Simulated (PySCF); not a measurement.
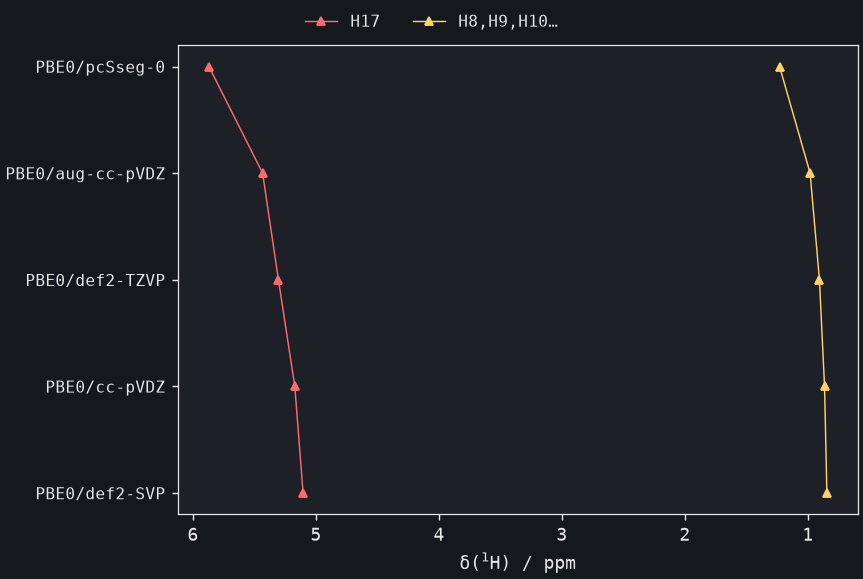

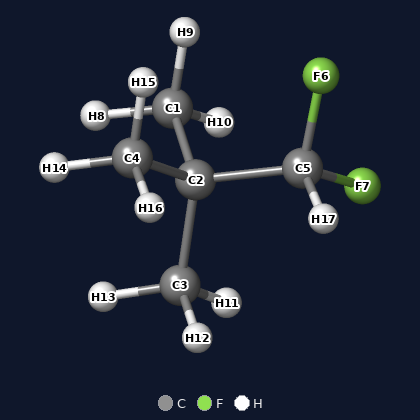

GIAO ¹H shifts of C₅H₁₀F₂ ((CH3)3CCHF2), SMILES CC(C)(C)C(F)F at several levels, one geometry, PySCF, at a PBE0-D3(BJ)/def2-SVP geometry (no frequency check); values of one conformer, averaged over nuclei that symmetry or rotation about single bonds exchange, these motions taken as fast; each against TMS at the same level.

Which of the plotted signals depends most on the level, and by how much?

Answer. That of H17: from 5.10 ppm (PBE0/def2-SVP) to 5.87 ppm (PBE0/pcSseg-0), a spread of 0.77 ppm. The steadiest, H8, H9, H10, H11, H12, H13, H14, H15 and H16, moves by 0.38 ppm.

Do all levels give the signals in the same order?

Answer. Yes, the order of the signals is the same at every level.
